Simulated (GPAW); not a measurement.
**SnH2SCl: geometry relaxation (part 4 of 4)**

The same run, continued: SnH2SCl, multiplicity 2, SMILES [SH][SnH][Cl]; RPBE/sz(dzp), UKS, scalar-relativistic datasets (GPAW 26.7.0). The atoms were displaced at random from an optimised geometry.

Geometry of the input (Å):
```
S  -1.5072  -0.6389  -0.4810
Sn 0.4082  0.4013  0.6827
Cl 1.6805  -1.4382  1.3792
H  -1.9360  0.4643  -1.0693
H  1.3975  1.2356  -0.8006
```

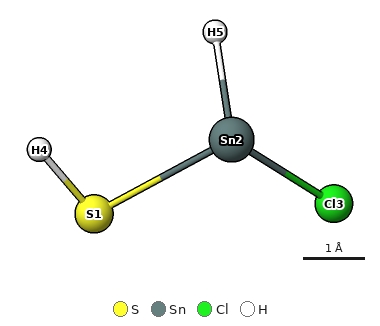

The geometry at step 3 of the log (ball-and-stick view, seen at a tilt; atoms are numbered from 1 in the order of the input).

**The program's output, continued**
```
SCF iterations
|iter     |     time |      energy | eigst |  dens |  magmom |
|---------|----------|-------------|-------|-------|---------|
|iter:   1| 00:03:59 |  -11.919260c|      c|       |  +1.0084|
|iter:   2| 00:04:01 |  -11.913353c|      c| -1.85 |  +1.0080|
|iter:   3| 00:04:04 |  -11.902941 |      c| -1.93 |  +1.0063|
|iter:   4| 00:04:07 |  -11.897990 |      c| -2.09 |  +1.0033|
|iter:   5| 00:04:10 |  -11.896746c|      c| -2.42 |  +1.0009|
|iter:   6| 00:04:13 |  -11.896776c|      c| -2.91 |  +1.0003|
|iter:   7| 00:04:16 |  -11.896784c|      c| -3.25 |  +1.0001|
|iter:   8| 00:04:20 |  -11.896790c|      c| -3.54 |  +1.0000|
|iter:   9| 00:04:23 |  -11.896792c|      c| -3.92 |  +1.0000|
|iter:  10| 00:04:26 |  -11.896792c|      c| -4.62c|  +1.0000|

Converged in 10 steps
SCF loop duration: 27.446 s (2.745 s/step)
Energy contributions relative to reference atoms: (reference = -191465.266440)

Energy contributions:
  Kinetic:          56.520987
  Coulomb:         -54.807351
  Zero:              0.114126
  External:          0.000000
  Xc:              -13.724555
  Entropy:           0.000000
  Spinorbit:         0.000000
  ----------------------------
  Free energy:     -11.896792
  Extrapolated:    -11.896792

dipole moment: (-0.220972, 0.563570, 0.106077)  # |e|*Ang

Total magnetic moment: (0.000000, 0.000000, 0.999998)

Local magnetic moments
|        x |        y |         z |
|----------|----------|-----------|
| 0.000000 | 0.000000 |  0.161740 |  # S    0
| 0.000000 | 0.000000 |  0.126024 |  # Sn   1
| 0.000000 | 0.000000 |  0.079011 |  # Cl   2
| 0.000000 | 0.000000 | -0.003105 |  # H    3
| 0.000000 | 0.000000 |  0.068932 |  # H    4

Fermi levels: -3.852, -5.763
Eigenvalues  # (at kpt = [0.000, 0.000, 0.000])
| band index |      eig [eV] | occ [0-1] |      eig [eV] | occ [0-1] |
|------------|---------------|-----------|---------------|-----------|
|          0 |       -26.919 |     1.000 |       -26.877 |     1.000 |
|        ... |               |           |               |           |
|          7 |       -12.387 |     1.000 |       -12.163 |     1.000 |
|          8 |       -10.066 |     1.000 |        -9.947 |     1.000 |
|          9 |        -8.414 |     1.000 |        -8.100 |     1.000 |
|         10 |        -8.134 |     1.000 |        -7.766 |     1.000 |
|         11 |        -7.195 |     1.000 |        -6.988 |     1.000 |
|         12 |        -6.720 |     1.000 |        -6.566 |     1.000 |
|         13 |        -6.600 |     1.000 |        -6.376 |     1.000 |
|         14 |        -6.082 |     1.000 |        -5.443 |     0.000 |
|         15 |        -2.261 |     0.000 |        -2.080 |     0.000 |
|         16 |        -1.843 |     0.000 |        -1.625 |     0.000 |
|         17 |        -1.240 |     0.000 |        -1.075 |     0.000 |
|         18 |        -0.672 |     0.000 |        -0.225 |     0.000 |

Gap: 3.182 eV
Transition (v -> c):
  (s=1, k=0, n=14, [0.00, 0.00, 0.00]) -> (s=0, k=0, n=15, [0.00, 0.00, 0.00])
No difference between direct/indirect transitions
vacuum-level: 0.000  # V

Forces  # eV/Ang
|        x |        y |        z |
|----------|----------|----------|
| -0.33831 |  0.03067 | -0.17290 |  # S    0
|  0.68416 | -0.07699 | -0.28019 |  # Sn   1
| -0.24425 |  0.40860 | -0.11760 |  # Cl   2
|  0.15064 | -0.18095 |  0.13054 |  # H    3
| -0.22903 | -0.18607 |  0.47545 |  # H    4

Force computation time: 0.306  # s
        .------------------------------.
       /|                              |
      / |                              |
     /  |                              |
    /   |                              |
   /    |                              |
  /     |                              |
 *      |                              |
 |      |                              |
 |      |                              |
 |      |             SnCl             |
 |      |                H             |
 |      |       S                      |
 |      |                              |
 |      .------------------------------.
 |     /                              /
 |    /                              /
 |   /                              /
 |  /                              /
 | /                              /
 |/                              /
 *------------------------------*

Atoms  # Å, Bohr magnetons
|   | symbol |        x |        y |        z |    initial magnetic moments |
|---|--------|----------|----------|----------|-----------------------------|
| 0 |      S | 4.792335 | 5.210278 | 5.079710 | ( 0.0000,  0.0000,  0.1617) |
| 1 |     Sn | 6.835461 | 6.376644 | 6.260371 | ( 0.0000,  0.0000,  0.1260) |
| 2 |     Cl | 8.326284 | 4.485092 | 7.009312 | ( 0.0000,  0.0000,  0.0790) |
| 3 |      H | 4.419618 | 6.516200 | 4.378853 | ( 0.0000,  0.0000, -0.0031) |
| 4 |      H | 7.877158 | 7.145833 | 4.833515 | ( 0.0000,  0.0000,  0.0689) |

Unit cell  # Å
| periodic |         x |         y |         z |   lengths |    angles |
|----------|-----------|-----------|-----------|-----------|-----------|
|       no | 12.616500 |  0.000000 |  0.000000 | 12.616500 | 90.000000 |
|       no |  0.000000 | 11.673800 |  0.000000 | 11.673800 | 90.000000 |
|       no |  0.000000 |  0.000000 | 11.448500 | 11.448500 | 90.000000 |

Initialization done in: 2.979 s

convergence criteria:
- Maximum [total energy] change in last 3 cyles: 0.0005 eV / valence electron
- Maximum integral of absolute [dens]ity change: 0.0001 electrons / valence electron
- Maximum integral of absolute [eigenst]ate change: 4e-08 eV^2 / valence electron
maximum number of iterations: 120

SCF iterations
|iter     |     time |      energy | eigst |  dens |  magmom |
|---------|----------|-------------|-------|-------|---------|
|iter:   1| 00:04:29 |  -11.968445 |      c|       |  +0.9824|
|iter:   2| 00:04:32 |  -11.964565 |      c| -1.78 |  +0.9833|
|iter:   3| 00:04:35 |  -11.954134c|      c| -1.82 |  +0.9886|
|iter:   4| 00:04:38 |  -11.951795c|      c| -2.06 |  +0.9953|
|iter:   5| 00:04:41 |  -11.950623c|      c| -2.32 |  +0.9987|
|iter:   6| 00:04:44 |  -11.950618c|      c| -2.94 |  +0.9994|
|iter:   7| 00:04:47 |  -11.950641c|      c| -3.23 |  +0.9998|
|iter:   8| 00:04:50 |  -11.950650c|      c| -3.55 |  +1.0000|
|iter:   9| 00:04:53 |  -11.950651c|      c| -4.03c|  +1.0000|

Converged in 9 steps
SCF loop duration: 24.026 s (2.670 s/step)
Energy contributions relative to reference atoms: (reference = -191465.266440)

Energy contributions:
  Kinetic:          56.424937
  Coulomb:         -54.607184
  Zero:              0.114493
  External:          0.000000
  Xc:              -13.882897
  Entropy:           0.000000
  Spinorbit:         0.000000
  ----------------------------
  Free energy:     -11.950651
  Extrapolated:    -11.950651

dipole moment: (-0.217397, 0.514182, 0.089516)  # |e|*Ang

Total magnetic moment: (0.000000, 0.000000, 1.000024)

Local magnetic moments
|        x |        y |         z |
|----------|----------|-----------|
| 0.000000 | 0.000000 |  0.166595 |  # S    0
| 0.000000 | 0.000000 |  0.142436 |  # Sn   1
| 0.000000 | 0.000000 |  0.075191 |  # Cl   2
| 0.000000 | 0.000000 | -0.003086 |  # H    3
| 0.000000 | 0.000000 |  0.058948 |  # H    4

Fermi levels: -3.842, -5.689
Eigenvalues  # (at kpt = [0.000, 0.000, 0.000])
| band index |      eig [eV] | occ [0-1] |      eig [eV] | occ [0-1] |
|------------|---------------|-----------|---------------|-----------|
|          0 |       -27.000 |     1.000 |       -26.954 |     1.000 |
|        ... |               |           |               |           |
|          7 |       -12.493 |     1.000 |       -12.245 |     1.000 |
|          8 |       -10.097 |     1.000 |        -9.985 |     1.000 |
|          9 |        -8.507 |     1.000 |        -8.205 |     1.000 |
|         10 |        -8.277 |     1.000 |        -7.939 |     1.000 |
|         11 |        -7.284 |     1.000 |        -7.078 |     1.000 |
|         12 |        -6.801 |     1.000 |        -6.664 |     1.000 |
|         13 |        -6.633 |     1.000 |        -6.398 |     1.000 |
|         14 |        -6.009 |     1.000 |        -5.369 |     0.000 |
|         15 |        -2.315 |     0.000 |        -2.096 |     0.000 |
|         16 |        -1.786 |     0.000 |        -1.542 |     0.000 |
|         17 |        -1.153 |     0.000 |        -1.046 |     0.000 |
|         18 |        -0.374 |     0.000 |         0.087 |     0.000 |

Gap: 3.054 eV
Transition (v -> c):
  (s=1, k=0, n=14, [0.00, 0.00, 0.00]) -> (s=0, k=0, n=15, [0.00, 0.00, 0.00])
No difference between direct/indirect transitions
vacuum-level: 0.000  # V

Forces  # eV/Ang
|        x |        y |        z |
|----------|----------|----------|
|  0.01648 |  0.00212 | -0.01230 |  # S    0
|  0.25463 | -0.07006 | -0.04691 |  # Sn   1
| -0.14906 |  0.09938 | -0.02649 |  # Cl   2
| -0.01406 | -0.01666 | -0.02553 |  # H    3
| -0.13666 | -0.04028 |  0.10355 |  # H    4

Force computation time: 0.304  # s
GPMin:    4 00:04:54      -11.950651        0.268226
        .------------------------------.
       /|                              |
      / |                              |
     /  |                              |
    /   |                              |
   /    |                              |
  /     |                              |
 *      |                              |
 |      |                              |
 |      |                              |
 |      |             SnCl             |
 |      |                H             |
 |      |       S                      |
 |      |                              |
 |      .------------------------------.
 |     /                              /
 |    /                              /
 |   /                              /
 |  /                              /
 | /                              /
 |/                              /
 *------------------------------*

Atoms  # Å, Bohr magnetons
|   | symbol |        x |        y |        z |    initial magnetic moments |
|---|--------|----------|----------|----------|-----------------------------|
| 0 |      S | 4.825618 | 5.211792 | 5.087005 | ( 0.0000,  0.0000,  0.1666) |
| 1 |     Sn | 6.864484 | 6.387237 | 6.258742 | ( 0.0000,  0.0000,  0.1424) |
| 2 |     Cl | 8.286357 | 4.468461 | 7.009190 | ( 0.0000,  0.0000,  0.0752) |
| 3 |      H | 4.413348 | 6.505631 | 4.383018 | ( 0.0000,  0.0000, -0.0031) |
| 4 |      H | 7.850410 | 7.150575 | 4.823767 | ( 0.0000,  0.0000,  0.0589) |

Unit cell  # Å
| periodic |         x |         y |         z |   lengths |    angles |
|----------|-----------|-----------|-----------|-----------|-----------|
|       no | 12.616500 |  0.000000 |  0.000000 | 12.616500 | 90.000000 |
|       no |  0.000000 | 11.673800 |  0.000000 | 11.673800 | 90.000000 |
|       no |  0.000000 |  0.000000 | 11.448500 | 11.448500 | 90.000000 |

Initialization done in: 2.956 s

convergence criteria:
- Maximum [total energy] change in last 3 cyles: 0.0005 eV / valence electron
- Maximum integral of absolute [dens]ity change: 0.0001 electrons / valence electron
- Maximum integral of absolute [eigenst]ate change: 4e-08 eV^2 / valence electron
maximum number of iterations: 120

SCF iterations
```

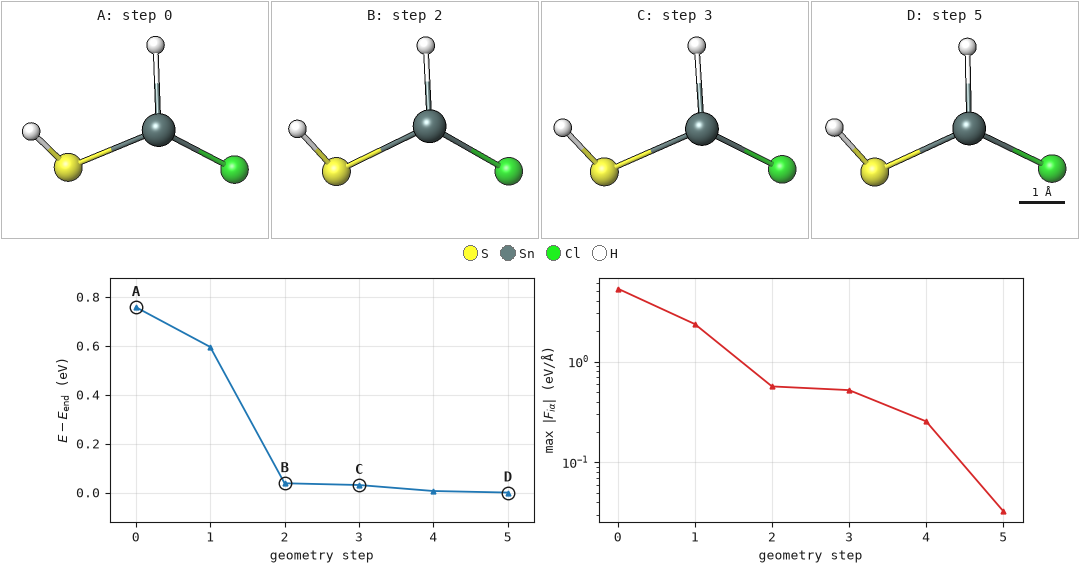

Frames of the relaxation (ball-and-stick view, seen at a tilt) above the curves, on which the letters mark them (steps are counted from 0).

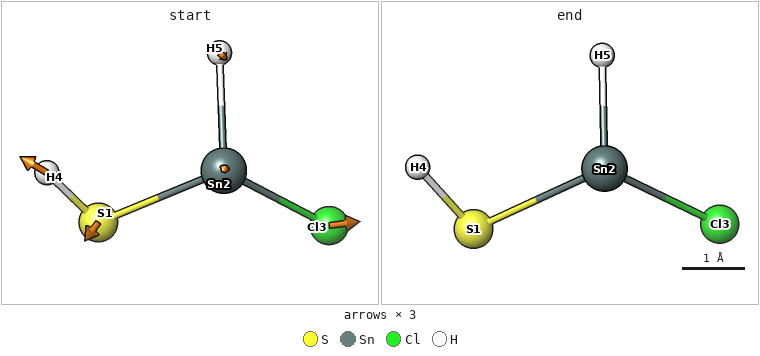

Before (left) and after (right) the relaxation, at one scale (ball-and-stick view, seen at a tilt). The orange arrows give the displacements, magnified 3 times. The largest moves after the best rigid fit, 0.18 Å, are those of Cl3 and H4. Largest moves by element: H 0.18 Å, Cl 0.18 Å, S 0.14 Å, Sn 0.05 Å. Among the contacts that change: S1–H4 1.322 → 1.530 Å, Sn2–Cl3 2.343 → 2.503 Å, S1–Sn2 2.471 → 2.629 Å, Sn2–H5 1.968 → 1.901 Å. Among the angles that change: Sn2–S1–H4 96.3° → 92.1°, Cl3–Sn2–H5 106.5° → 103.9°. After 5 geometry steps the energy has fallen by 0.758 eV. The largest force component goes from 5.3 to 0.033 eV/Å. (Atoms are counted from 1 in the order of the input.)

```
|iter     |     time |      energy | eigst |  dens |  magmom |
|---------|----------|-------------|-------|-------|---------|
|iter:   1| 00:04:57 |  -11.958548c|      c|       |  +0.9950|
|iter:   2| 00:05:00 |  -11.958258c|      c| -2.36 |  +0.9953|
|iter:   3| 00:05:02 |  -11.957185c|      c| -2.40 |  +0.9975|
|iter:   4| 00:05:05 |  -11.957013c|      c| -2.73 |  +0.9994|
|iter:   5| 00:05:08 |  -11.956990c|      c| -3.16 |  +0.9998|
|iter:   6| 00:05:11 |  -11.956991c|      c| -3.73 |  +0.9999|
|iter:   7| 00:05:14 |  -11.956991c|      c| -3.92 |  +1.0000|
|iter:   8| 00:05:17 |  -11.956991c|      c| -4.37c|  +1.0000|

Converged in 8 steps
SCF loop duration: 20.529 s (2.566 s/step)
Energy contributions relative to reference atoms: (reference = -191465.266440)

Energy contributions:
  Kinetic:          56.670467
  Coulomb:         -54.764322
  Zero:              0.114863
  External:          0.000000
  Xc:              -13.978000
  Entropy:           0.000000
  Spinorbit:         0.000000
  ----------------------------
  Free energy:     -11.956991
  Extrapolated:    -11.956991

dipole moment: (-0.190614, 0.519652, 0.090417)  # |e|*Ang

Total magnetic moment: (0.000000, 0.000000, 1.000000)

Local magnetic moments
|        x |        y |         z |
|----------|----------|-----------|
| 0.000000 | 0.000000 |  0.165150 |  # S    0
| 0.000000 | 0.000000 |  0.147113 |  # Sn   1
| 0.000000 | 0.000000 |  0.074277 |  # Cl   2
| 0.000000 | 0.000000 | -0.003071 |  # H    3
| 0.000000 | 0.000000 |  0.057284 |  # H    4

Fermi levels: -3.796, -5.669
Eigenvalues  # (at kpt = [0.000, 0.000, 0.000])
| band index |      eig [eV] | occ [0-1] |      eig [eV] | occ [0-1] |
|------------|---------------|-----------|---------------|-----------|
|          0 |       -27.027 |     1.000 |       -26.979 |     1.000 |
|        ... |               |           |               |           |
|          7 |       -12.547 |     1.000 |       -12.294 |     1.000 |
|          8 |       -10.085 |     1.000 |        -9.972 |     1.000 |
|          9 |        -8.591 |     1.000 |        -8.285 |     1.000 |
|         10 |        -8.253 |     1.000 |        -7.934 |     1.000 |
|         11 |        -7.327 |     1.000 |        -7.122 |     1.000 |
|         12 |        -6.848 |     1.000 |        -6.713 |     1.000 |
|         13 |        -6.626 |     1.000 |        -6.384 |     1.000 |
|         14 |        -5.991 |     1.000 |        -5.348 |     0.000 |
|         15 |        -2.243 |     0.000 |        -2.024 |     0.000 |
|         16 |        -1.788 |     0.000 |        -1.542 |     0.000 |
|         17 |        -1.125 |     0.000 |        -1.018 |     0.000 |
|         18 |        -0.245 |     0.000 |         0.219 |     0.000 |

Gap: 3.105 eV
Transition (v -> c):
  (s=1, k=0, n=14, [0.00, 0.00, 0.00]) -> (s=0, k=0, n=15, [0.00, 0.00, 0.00])
No difference between direct/indirect transitions
vacuum-level: 0.000  # V

Forces  # eV/Ang
|        x |        y |        z |
|----------|----------|----------|
|  0.00491 |  0.01146 | -0.00373 |  # S    0
| -0.00526 | -0.02174 |  0.03275 |  # Sn   1
| -0.01150 | -0.01442 | -0.01514 |  # Cl   2
|  0.01328 | -0.02865 | -0.00628 |  # H    3
|  0.00896 |  0.02299 | -0.02058 |  # H    4

Force computation time: 0.300  # s
GPMin:    5 00:05:18      -11.956991        0.039660
Converged: True
Final energy: -11.95699 eV
r(Sn1-S0)               2.6290 Ang
r(Cl2-Sn1): 2.5033 Ang
```

**Trajectory as extended XYZ (Å, eV, eV/Å), 6 frames, from step=0 to step=5**
```
5
Properties=species:S:1:pos:R:3:forces:R:3 step=0 energy=-11.19881
S     4.9288    5.2993    5.0883    0.6824  -5.2912   1.8876
Sn    6.8442    6.3395    6.2520    0.1383   2.4137  -0.4198
Cl    8.1165    4.5000    6.9485    1.0871  -1.6230   0.5947
H     4.5000    6.4025    4.5000   -1.7526   4.6789  -2.4707
H     7.8335    7.1738    4.7687   -0.1942  -0.1661   0.3988
5
Properties=species:S:1:pos:R:3:forces:R:3 step=1 energy=-11.36147
S     4.9606    5.0524    5.1764   -1.1335   2.3404  -1.3299
Sn    6.8507    6.4521    6.2324    0.3220  -0.2928   0.4371
Cl    8.1672    4.4243    6.9762    0.0468   0.2319   0.0320
H     4.4182    6.6208    4.3847    0.6471  -2.3516   1.0588
H     7.8244    7.1661    4.7873    0.0885   0.0648  -0.1533
5
Properties=species:S:1:pos:R:3:forces:R:3 step=2 energy=-11.91898
S     4.8633    5.1831    5.0818    0.3797  -0.1131   0.3274
Sn    6.8843    6.4675    6.2671   -0.1365  -0.5660   0.0512
Cl    8.1915    4.4173    6.9901   -0.0241   0.2903  -0.0443
H     4.4491    6.4780    4.4424   -0.2227   0.3720  -0.2753
H     7.8295    7.1693    4.7797    0.0643   0.0258  -0.0579
5
Properties=species:S:1:pos:R:3:forces:R:3 step=3 energy=-11.92612
S     4.8206    5.2061    5.0785    0.1778   0.3176   0.0494
Sn    6.9100    6.3860    6.3072   -0.4216   0.2398  -0.5202
Cl    8.2802    4.4594    7.0209    0.2108  -0.2635   0.0786
H     4.3753    6.5061    4.3699    0.1383  -0.2213   0.1454
H     7.8495    7.1652    4.7911   -0.0897  -0.1191   0.2421
5
Properties=species:S:1:pos:R:3:forces:R:3 step=4 energy=-11.95065
S     4.7923    5.2103    5.0797    0.0165   0.0021  -0.0123
Sn    6.8355    6.3766    6.2604    0.2546  -0.0701  -0.0469
Cl    8.3263    4.4851    7.0093   -0.1491   0.0994  -0.0265
H     4.4196    6.5162    4.3789   -0.0141  -0.0167  -0.0255
H     7.8772    7.1458    4.8335   -0.1367  -0.0403   0.1035
5
Properties=species:S:1:pos:R:3:forces:R:3 step=5 energy=-11.95699
S     4.8256    5.2118    5.0870    0.0049   0.0115  -0.0037
Sn    6.8645    6.3872    6.2587   -0.0053  -0.0217   0.0328
Cl    8.2864    4.4685    7.0092   -0.0115  -0.0144  -0.0151
H     4.4133    6.5056    4.3830    0.0133  -0.0286  -0.0063
H     7.8504    7.1506    4.8238    0.0090   0.0230  -0.0206
```

**Key numbers**

```json
{"quantity": "outcome", "value": "converged"}
{"quantity": "energy relative to the program's reference atoms", "value": "−11.9570 eV"}
{"quantity": "basis functions", "value": "19"}
{"quantity": "largest force", "value": "0.040 eV/Å"}
{"quantity": "dipole moment", "value": "2.69 D"}
{"quantity": "hardware", "value": "1 thread of Intel Xeon @ 2.50GHz (Skylake/Cascade Lake), 12 GiB of memory available, shared host"}
{"quantity": "wall time", "value": "5.3 min"}
{"quantity": "peak memory", "value": "1.4 GiB"}
```
